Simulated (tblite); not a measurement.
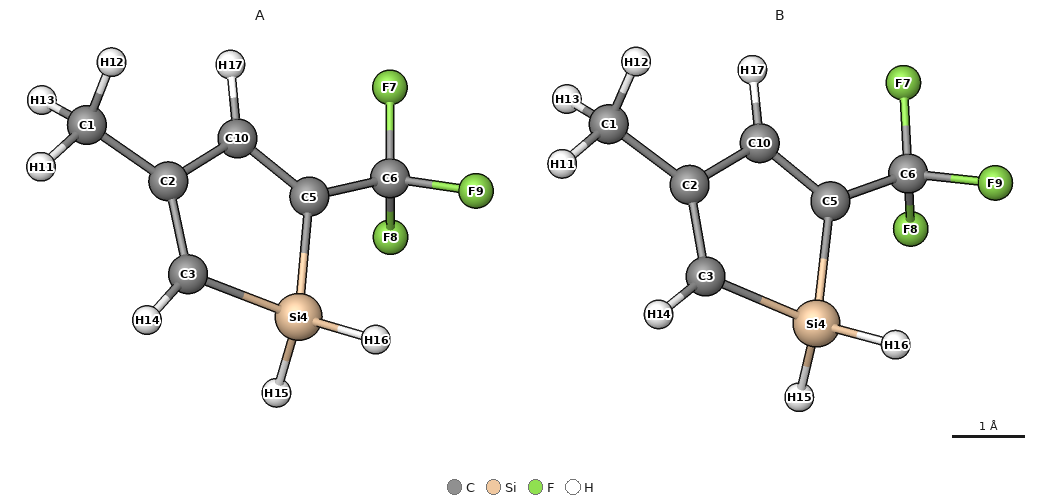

Two geometries of C6H7F3Si, drawn at one scale. One is the start of a relaxation, the other its converged end. The picture is a ball-and-stick view, seen from a free direction.

Theory: GFN2-xTB geometry optimisation, gas phase (tblite). 

Which of the two is the end point?

Structure B is the relaxed one. H14 moves most after the best rigid fit: 0.15 Å. Largest moves by element: H 0.15 Å, F 0.12 Å, Si 0.12 Å, C 0.07 Å. Among the contacts that change: Si4–C5 1.845 → 1.896 Å, Si4–H16 1.500 → 1.460 Å, C2–C3 1.365 → 1.344 Å, C1–C2 1.476 → 1.492 Å. Among the angles between lasting bonds that change: Si4–C5–C6 118.0° → 125.1°, C6–C5–C10 130.3° → 124.4°, Si4–C3–H14 122.1° → 127.5°. The energy falls by 0.180 eV in 32 geometry steps.
